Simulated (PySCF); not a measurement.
C2H10SSi3 (SMILES [SiH3]S[SiH]1C[SiH2]C1)

```yaml
atoms:
  - { symbol: Si, position_ang: [2.3188, -0.3319, 1.1793] }
  - { symbol: S, position_ang: [2.1964, 0.4629, -0.8111] }
  - { symbol: Si, position_ang: [0.0597, 0.5138, -1.1151] }
  - { symbol: C, position_ang: [-0.9293, 1.4458, 0.2135] }
  - { symbol: Si, position_ang: [-1.6993, -0.2242, 0.7167] }
  - { symbol: C, position_ang: [-0.8573, -1.1095, -0.7464] }
  - { symbol: H, position_ang: [3.7703, -0.3703, 1.5128] }
  - { symbol: H, position_ang: [1.6008, 0.5336, 2.1625] }
  - { symbol: H, position_ang: [1.7498, -1.7107, 1.2574] }
  - { symbol: H, position_ang: [-0.0846, 1.0296, -2.5087] }
  - { symbol: H, position_ang: [-1.6543, 2.1561, -0.2162] }
  - { symbol: H, position_ang: [-0.3446, 1.9784, 0.9779] }
  - { symbol: H, position_ang: [-3.1939, -0.2585, 0.6999] }
  - { symbol: H, position_ang: [-1.2108, -0.7121, 2.0432] }
  - { symbol: H, position_ang: [-1.5500, -1.3930, -1.5556] }
  - { symbol: H, position_ang: [-0.2388, -1.9870, -0.5076] }
```

Geometry: PBE0-D3(BJ)/def2-SVP.

Computed with PBE0/pcSseg-1, SCF density, gas phase, non-relativistic (PySCF 2.14.0).

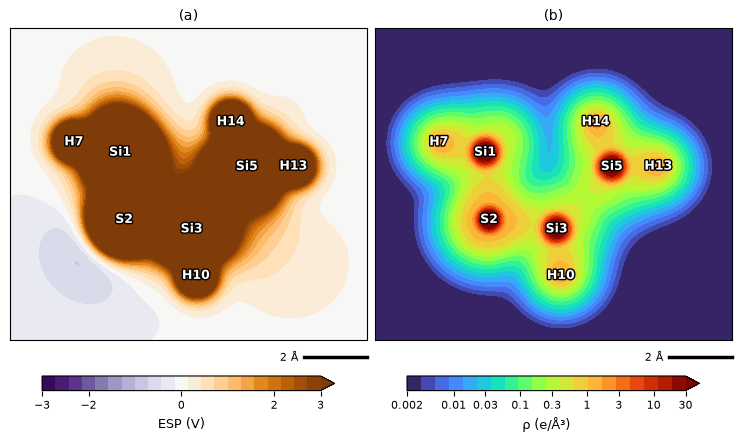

Figure 1. (a) molecular electrostatic potential; (b) electron density on the plane of atoms H13, Si5 and H14.

> What does the map show?

The plane passes through Si, S and H nuclei. Si–S (2.15 Å): ρ at the midpoint is about 0.82 e/Å³. Si–H (1.49 Å): the density is about 0.79 e/Å³ at the midpoint. Outside the dense part of the molecule the potential is most negative (−0.7 V) near S2.

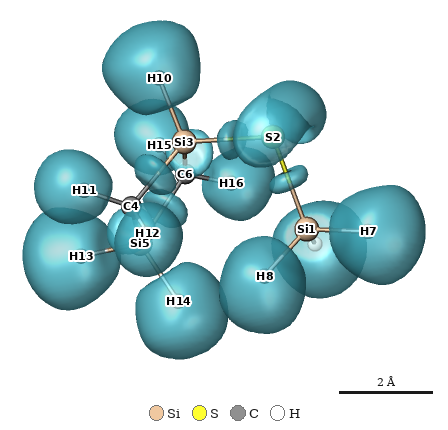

Figure 2. Isosurface of the electron localisation function at 0.85 (cyan), seen at a tilt. Only the valence region is drawn (cores and ρ < 0.01 e/Å³ removed).

> Where are the electrons localised?

At this value the surface marks out four regions between bonded C–Si atoms (shared pairs), two regions between bonded S–Si atoms (shared pairs), ten regions around hydrogen nuclei and one region wrapped around S (its lone pairs, merged into a ring or cap). Along the contacts the grid gives the following. C–Si (1.90 Å): the ELF peaks at about 0.95 between the atoms; a shared electron pair. Si–S (2.15 Å): the ELF peaks at about 0.90 between the atoms, as expected for a covalent bond.

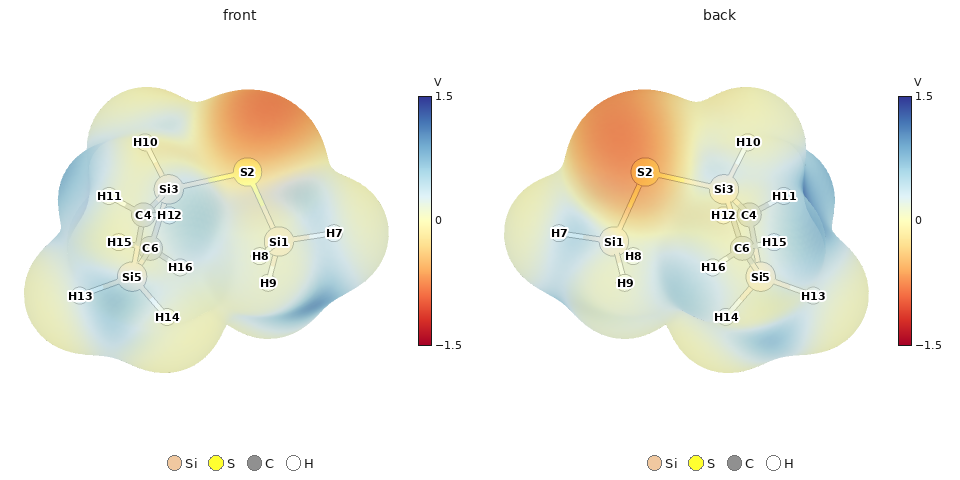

Figure 3. The electrostatic potential painted on the density surface at 0.001 e/bohr³, seen from the front and from behind; red is negative and blue positive.

> Describe the electrostatic potential map.

The most negative region (about −0.8 V) lies over S2, the most positive (about +1.1 V) over Si3 and Si5.
